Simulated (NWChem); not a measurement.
# the pair SiH2OF2···GeH3F: a chain of runs

Wanted: a single-point energy (singlet GeSiH5OF3, wB97X-D3/6-31G*), then the energy (singlet SiH2OF2, wB97X-D3/6-31G*), then a single-point energy (singlet GeH3F, wB97X-D3/6-31G*), then a single-point energy (singlet SiH2OF2, wB97X-D3/6-31G*), then the energy (singlet GeH3F, wB97X-D3/6-31G*) of F3GeH5OSi and its partners. 

Program for the calculation: NWChem 7.3.0.

### Step 1. The molecule

GeSiH5OF3: 11 atoms, total charge 0, spin state singlet. The two molecules were placed rigidly side by side, at 1.3 times their contact distance; the pair isn't optimised.

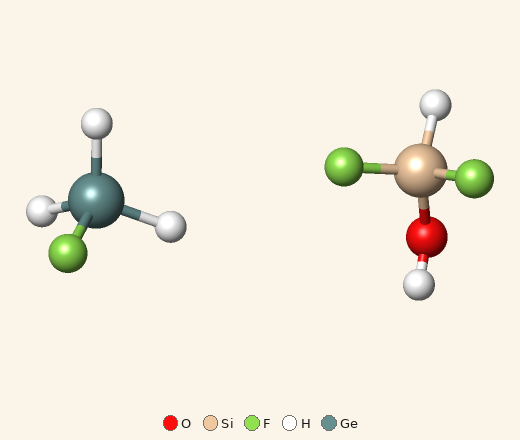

Viewed from a chosen angle; oxygen red, silicon light orange, fluorine green, hydrogen white, germanium teal.

### Step 2. The energy at wB97X-D3/6-31G(d) (spherical functions) (run 1)

Input file work.nw:

```
start work
memory total 2200 mb
geometry units bohr noautosym nocenter noautoz
   O    0.03907954   2.17044494  -1.03693052
   Si   0.21614687  -0.42622773   0.55346299
   F    1.36963570  -2.63512859  -1.10496066
   F   -2.49920059  -1.37770483   1.37908433
   H   -0.91542113   2.25567159  -2.57346683
   H    1.78972182   0.01294462   2.78277290
   F  -12.96522197  -1.28722474   1.95034854
   Ge -10.86271268   0.29598780   3.92702096
   H  -12.29319756   2.59604906   4.95593904
   H  -10.13909875  -1.58221099   6.01131329
   H   -8.60295929   1.04397920   2.27502238
end
basis spherical bse
   * library 6-31G*
end
dft
   xc wb97x-d3
   grid fine
   convergence energy 1e-08
   maxiter 100
   mulliken
   print low
end
task dft energy
```

Command:

```
nwchem work.nw > work.out
```

Log:

```text
[...]
 d= 0,ls=0.0,diis     1  -2743.9373102330 -3.22D+03  1.08D-02  1.37D+00     4.8
[...]
 d= 0,ls=0.0,diis     9  -2744.0872088510 -6.51D-09  5.02D-07  1.70D-09    42.4
         Total DFT energy =    -2744.087208850989
      One electron energy =    -4766.284508565484
           Coulomb energy =     1689.851884464249
    Exchange-Corr. energy =     -142.025971090414
 Nuclear repulsion energy =      474.373350352077
    Dispersion correction =       -0.001964011417
[...]
      Total Density - Mulliken Population Analysis
     ---------------------------------------------
    Atom       Charge   Shell Charges
 -----------   ------   -------------------------------------------------------
    1 O    8     8.72   2.00  0.89  2.96  0.92  1.93  0.02
    2 Si  14    12.83   2.00  2.00  5.97  0.78  1.41  0.05  0.19  0.44
    3 F    9     9.40   2.00  0.92  3.32  1.02  2.12  0.01
    4 F    9     9.40   2.00  0.92  3.32  1.02  2.13  0.01
    5 H    1     0.54   0.46  0.08
    6 H    1     1.11   0.51  0.60
    7 F    9     9.43   2.00  0.92  3.29  1.04  2.17  0.01
    8 Ge  32    31.63   2.00  2.00  6.00  2.00  5.99  1.21  2.00  0.08  0.14  6.87  2.93  0.43
    9 H    1     0.98   0.48  0.50
   10 H    1     0.98   0.48  0.50
[...]
```

It took 43 s on 1 thread of Intel Xeon 6975P-C (Granite Rapids), shared host; peak memory 0.13 GiB.

### Step 3. SiH2OF2: the energy at wB97X-D3/6-31G(d) (spherical functions) (run 2)

Input file nw.nw:

```
start nw
memory stack 880 mb heap 220 mb global 1100 mb
charge 0

geometry units au noautosym nocenter noautoz
   O      0.03907954     2.17044494    -1.03693052
   Si     0.21614687    -0.42622773     0.55346299
   F      1.36963570    -2.63512859    -1.10496066
   F     -2.49920059    -1.37770483     1.37908433
   H     -0.91542113     2.25567159    -2.57346683
   H      1.78972182     0.01294462     2.78277290
end

basis "ao basis" spherical bse
   * library 6-31G*
end

dft
   xc wb97x-d3
   grid fine
   convergence energy 1e-08
   maxiter 100
   mulliken
   print low
end

task dft energy
```

Command:

```
nwchem nw.nw > nw.out
```

Log:

```text
[...]
 d= 0,ls=0.0,diis     1   -565.5785833281 -7.54D+02  1.41D-02  9.03D-01     1.5
[...]
 d= 0,ls=0.0,diis     8   -565.6698227712 -5.89D-09  1.83D-06  6.71D-08    11.3
         Total DFT energy =     -565.669822771243
      One electron energy =    -1160.234089754026
           Coulomb energy =      457.489780745545
    Exchange-Corr. energy =      -51.338498832944
 Nuclear repulsion energy =      188.413949894410
    Dispersion correction =       -0.000964824229
[...]
      Total Density - Mulliken Population Analysis
     ---------------------------------------------
    Atom       Charge   Shell Charges
 -----------   ------   -------------------------------------------------------
    1 O    8     8.72   2.00  0.89  2.96  0.92  1.93  0.02
    2 Si  14    12.83   2.00  2.00  5.97  0.78  1.41  0.05  0.19  0.44
    3 F    9     9.40   2.00  0.92  3.32  1.02  2.12  0.01
    4 F    9     9.40   2.00  0.92  3.32  1.02  2.12  0.01
    5 H    1     0.54   0.46  0.08
    6 H    1     1.11   0.51  0.60
[...]
```

Wall time 12 s (1 thread of Intel Xeon 6975P-C (Granite Rapids), shared host); peak memory 0.12 GiB.

### Step 4. GeH3F: the energy at wB97X-D3/6-31G(d) (spherical functions) (run 3)

Input file fgeh3.nw:

```
start fgeh3
title "FGeH3"
memory 2200 mb

geometry units atomic noautosym nocenter noautoz
 F    -12.96522197    -1.28722474     1.95034854
 Ge   -10.86271268     0.29598780     3.92702096
 H    -12.29319756     2.59604906     4.95593904
 H    -10.13909875    -1.58221099     6.01131329
 H     -8.60295929     1.04397920     2.27502238
end

basis spherical bse
 * library 6-31G*
end

dft
 xc wb97x-d3
 grid fine
 convergence energy 1e-08
 iterations 100
 mulliken
 print low
end

task dft energy
```

Command:

```
nwchem fgeh3.nw > fgeh3.out
```

Log:

```text
[...]
 d= 0,ls=0.0,diis     1  -2178.3574847192 -2.31D+03  1.69D-02  4.67D-01     1.3
[...]
 d= 0,ls=0.0,diis     8  -2178.4164464346 -2.26D-09  6.71D-07  2.98D-09     8.7
         Total DFT energy =    -2178.416446434648
      One electron energy =    -3287.557917649913
           Coulomb energy =     1073.130782248999
    Exchange-Corr. energy =      -90.687855918113
 Nuclear repulsion energy =      126.699149223382
    Dispersion correction =       -0.000604339003
[...]
      Total Density - Mulliken Population Analysis
     ---------------------------------------------
    Atom       Charge   Shell Charges
 -----------   ------   -------------------------------------------------------
    1 F    9     9.43   2.00  0.92  3.29  1.04  2.16  0.01
    2 Ge  32    31.63   2.00  2.00  6.00  2.00  5.99  1.21  2.00  0.08  0.14  6.87  2.93  0.43
    3 H    1     0.98   0.48  0.50
    4 H    1     0.98   0.48  0.50
    5 H    1     0.98   0.48  0.50
[...]
```

It took 9.6 s on 1 thread of Intel Xeon 6975P-C (Granite Rapids), shared host; peak memory 0.11 GiB.

### Step 5. SiH2OF2 among ghost functions: a single-point energy at wB97X-D3/6-31G(d) (spherical functions, with ghost functions) (run 4)

Input file f2h2osi.nw:

```
start f2h2osi
memory stack 880 mb heap 220 mb global 1100 mb

geometry units angstrom noautosym nocenter noautoz
 O        0.020680       1.148550      -0.548720
 Si       0.114380      -0.225550       0.292880
 F        0.724780      -1.394450      -0.584720
 F       -1.322520      -0.729050       0.729780
 H       -0.484420       1.193650      -1.361820
 H        0.947080       0.006850       1.472580
 bqF     -6.860900    -0.681170     1.032080
 bqGe    -5.748300     0.156630     2.078090
 bqH     -6.505280     1.373770     2.622570
 bqH     -5.365380    -0.837270     3.181050
 bqH     -4.552490     0.552450     1.203890
end

basis "ao basis" spherical bse
 O library 6-31G*
 Si library 6-31G*
 F library 6-31G*
 H library 6-31G*
 bqF library F 6-31G*
 bqGe library Ge 6-31G*
 bqH library H 6-31G*
end

dft
 xc wb97x-d3
 mult 1
 grid fine
 convergence energy 1e-08
 iterations 100
 mulliken
 print low
end

task dft energy
```

Command:

```
nwchem f2h2osi.nw > f2h2osi.out
```

Log:

```text
[...]
 d= 0,ls=0.0,diis     1   -565.5788182978 -7.54D+02  7.76D-03  9.02D-01     3.6
[...]
 d= 0,ls=0.0,diis     8   -565.6700716226 -6.02D-09  9.92D-07  6.40D-08    32.3
         Total DFT energy =     -565.670071622627
      One electron energy =    -1160.225093589784
           Coulomb energy =      457.479803358999
    Exchange-Corr. energy =      -51.337779863421
 Nuclear repulsion energy =      188.413963295679
    Dispersion correction =       -0.000964824098
[...]
      Total Density - Mulliken Population Analysis
     ---------------------------------------------
    Atom       Charge   Shell Charges
 -----------   ------   -------------------------------------------------------
    1 O    8     8.72   2.00  0.89  2.96  0.92  1.93  0.02
    2 Si  14    12.83   2.00  2.00  5.97  0.78  1.41  0.05  0.19  0.44
    3 F    9     9.40   2.00  0.92  3.32  1.02  2.12  0.01
    4 F    9     9.40   2.00  0.92  3.32  1.02  2.12  0.01
    5 H    1     0.54   0.46  0.08
    6 H    1     1.11   0.51  0.60
    7 X    0    -0.00   0.00  0.00 -0.00 -0.00 -0.00 -0.00
    8 X    0     0.00   0.00  0.00 -0.00  0.00 -0.00 -0.00 -0.00  0.00  0.00 -0.00 -0.00 -0.00
    9 X    0    -0.00  -0.00 -0.00
   10 X    0    -0.00  -0.00 -0.00
[...]
```

Wall time 33 s (1 thread of Intel Xeon 6975P-C (Granite Rapids), shared host); peak memory 0.12 GiB.

### Step 6. GeH3F among ghost functions: the energy at wB97X-D3/6-31G(d) (spherical functions, with ghost functions) (run 5)

Input file mol.nw:

```
start mol
memory stack 880 mb heap 220 mb global 1100 mb

geometry units angstrom noautosym nocenter noautoz
   F       -6.860900      -0.681170       1.032080
   Ge      -5.748300       0.156630       2.078090
   H       -6.505280       1.373770       2.622570
   H       -5.365380      -0.837270       3.181050
   H       -4.552490       0.552450       1.203890
   bqO      0.020680     1.148550    -0.548720
   bqSi     0.114380    -0.225550     0.292880
   bqF      0.724780    -1.394450    -0.584720
   bqF     -1.322520    -0.729050     0.729780
   bqH     -0.484420     1.193650    -1.361820
   bqH      0.947080     0.006850     1.472580
end

basis spherical bse
   F library 6-31G*
   Ge library 6-31G*
   H library 6-31G*
   bqO library O 6-31G*
   bqSi library Si 6-31G*
   bqF library F 6-31G*
   bqH library H 6-31G*
end

dft
   xc wb97x-d3
   grid fine
   convergence energy 1e-08
   iterations 100
   mulliken
   noprint "final vectors analysis"
end

task dft energy
```

Command:

```
nwchem mol.nw > mol.out
```

Log:

```text
[...]
          Wavefunction type:  closed shell.
          No. of atoms     :    11
          No. of electrons :    44
[...]
          Charge           :     0
          Spin multiplicity:     1
[...]
          AO basis - number of functions:   116
[...]
              XC Information
              --------------
                    wb97x-d3  Method XC Functional
                     Hartree-Fock (Exact) Exchange  1.000
                      wb97x-d3 Exchange Functional  1.000
                   wb97x-d3 Correlation Functional  1.000
[...]
 d= 0,ls=0.0,diis     1  -2178.3575452547 -2.31D+03  7.59D-03  4.67D-01     3.5
[...]
 d= 0,ls=0.0,diis     8  -2178.4165008625 -2.25D-09  3.01D-07  2.97D-09    30.4
         Total DFT energy =    -2178.416500862466
      One electron energy =    -3287.555061825083
           Coulomb energy =     1073.127724869123
    Exchange-Corr. energy =      -90.687717821623
 Nuclear repulsion energy =      126.699158254078
    Dispersion correction =       -0.000604338962
[...]
      Total Density - Mulliken Population Analysis
     ---------------------------------------------
    Atom       Charge   Shell Charges
 -----------   ------   -------------------------------------------------------
    1 F    9     9.43   2.00  0.92  3.29  1.04  2.16  0.01
    2 Ge  32    31.63   2.00  2.00  6.00  2.00  5.99  1.21  2.00  0.08  0.14  6.87  2.93  0.43
    3 H    1     0.98   0.48  0.50
    4 H    1     0.98   0.48  0.50
    5 H    1     0.98   0.48  0.50
    6 X    0    -0.00   0.00  0.00 -0.00 -0.00 -0.00 -0.00
    7 X    0     0.00  -0.00 -0.00 -0.00 -0.00 -0.00  0.00  0.00 -0.00
    8 X    0    -0.00  -0.00  0.00 -0.00 -0.00 -0.00 -0.00
    9 X    0     0.00   0.00  0.00 -0.00 -0.00  0.00  0.00
   10 X    0    -0.00   0.00 -0.00
[...]
```

Run time: 31 s. Hardware: 1 thread of Intel Xeon 6975P-C (Granite Rapids), shared host; peak memory 0.12 GiB.

### Step 7. Summary of results

| quantity | value |
| --- | --- |
| run 1, wB97X-D3/6-31G*: total energy | -2744.08721 Eh |
| run 1, wB97X-D3/6-31G*: dispersion energy | -5.16 kJ/mol |
| SiH2OF2: total energy | -565.66982 Eh |
| SiH2OF2: dispersion energy | -2.53 kJ/mol |
| GeH3F: total energy | -2178.41645 Eh |
| GeH3F: dispersion energy | -1.59 kJ/mol |
| SiH2OF2 among ghost functions: total energy | -565.67007 Eh |
| SiH2OF2 among ghost functions: dispersion energy | -2.53 kJ/mol |
| GeH3F among ghost functions: total energy | -2178.41650 Eh |
| GeH3F among ghost functions: dipole moment | 2.16 D |
| GeH3F among ghost functions: dispersion energy | -1.59 kJ/mol |
| interaction energy of the rigid parts SiH2OF2 and GeH3F (parts in their own basis; closest atoms 3.51 Å apart) | -0.026 eV |
| interaction energy of the rigid parts SiH2OF2 and GeH3F (parts in the whole basis, counterpoise; closest atoms 3.51 Å apart) | -0.017 eV |

The interaction energy of the rigid parts SiH2OF2 and GeH3F (parts in their own basis; closest atoms 3.51 Å apart) is −0.03 eV (−2.5 kJ/mol): the parts attract. Without counterpoise this holds the superposition error of the basis. The interaction energy of the rigid parts SiH2OF2 and GeH3F (parts in the whole basis, counterpoise; closest atoms 3.51 Å apart) is −0.02 eV (−1.7 kJ/mol). The basis-set superposition error is 0.8 kJ/mol. Mulliken charges (SiH2OF2) run from -0.72 on O1 to +1.17 on Si2; they depend strongly on the basis. Mulliken charges (GeH3F) run from -0.43 on F1 to +0.37 on Ge2; they depend strongly on the basis.
